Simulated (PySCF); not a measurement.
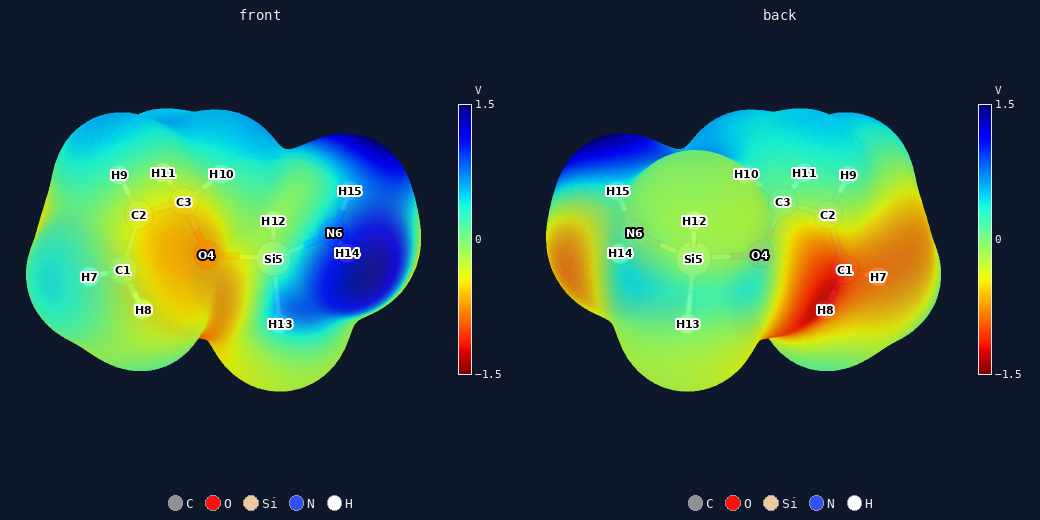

*C3H9NOSi. The molecular electrostatic potential painted on the density surface at 0.001 e/bohr³, seen from the front and from behind; red is negative and blue positive.*

Geometry: PBE0-D3(BJ)/def2-SVP.

Computed with PySCF, PBE0/pcSseg-1, SCF density, gas phase, non-relativistic.

```yaml
atoms:
  - { symbol: C, position_ang: [2.5094, 0.0852, -1.0250] }
  - { symbol: C, position_ang: [1.9340, 0.6488, 0.0351] }
  - { symbol: C, position_ang: [0.5862, 0.2758, 0.5641] }
  - { symbol: O, position_ang: [0.0082, -0.7615, -0.1717] }
  - { symbol: Si, position_ang: [-1.6393, -1.0359, -0.2448] }
  - { symbol: N, position_ang: [-2.5724, 0.3294, -0.7078] }
  - { symbol: H, position_ang: [3.4982, 0.3974, -1.3692] }
  - { symbol: H, position_ang: [1.9964, -0.7108, -1.5707] }
  - { symbol: H, position_ang: [2.4463, 1.4442, 0.5901] }
  - { symbol: H, position_ang: [-0.0596, 1.1792, 0.5543] }
  - { symbol: H, position_ang: [0.6865, -0.0130, 1.6311] }
  - { symbol: H, position_ang: [-2.1541, -1.4320, 1.1008] }
  - { symbol: H, position_ang: [-1.7526, -2.1268, -1.2462] }
  - { symbol: H, position_ang: [-2.4983, 0.7625, -1.6202] }
  - { symbol: H, position_ang: [-3.0099, 0.9395, -0.0296] }
```

**Where is the surface potential most negative and most positive?**

The most negative region (about −1.2 V) lies over O4, the most positive (about +1.5 V) over H14 and H15. O4 is the likeliest acceptor of a hydrogen bond.

**What dipole moment does the calculation give?**

Its dipole moment is 2.30 D.
